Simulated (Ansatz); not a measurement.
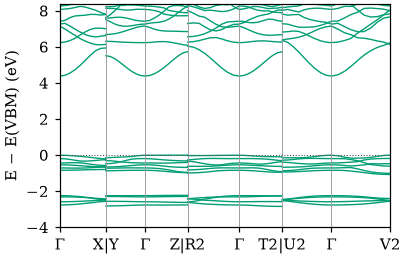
Band structure from plane-wave PAW r²SCAN+D4 (Ansatz code)

The gap is 4.37 eV; an edge lies off the plotted path or next to a special point (maximum off the standard path, minimum at Γ).

The material is NaH4IO2 in space group P-1 (No. 2; Pearson symbol aP16).

The first step of the workflow began from a Materials Project structure, measured or hypothetical; the Crystallography Open Database files this formula in space group No. 2, but the cells were not matched. Whether it is the stable phase at ambient conditions was not checked. Symmetry was held in the r²SCAN+D4 relaxation; whether a distortion lowers the energy is not shown. Spin–orbit coupling is left out wherever it is not named.

Potentials: the later of the program's two PAW sets.
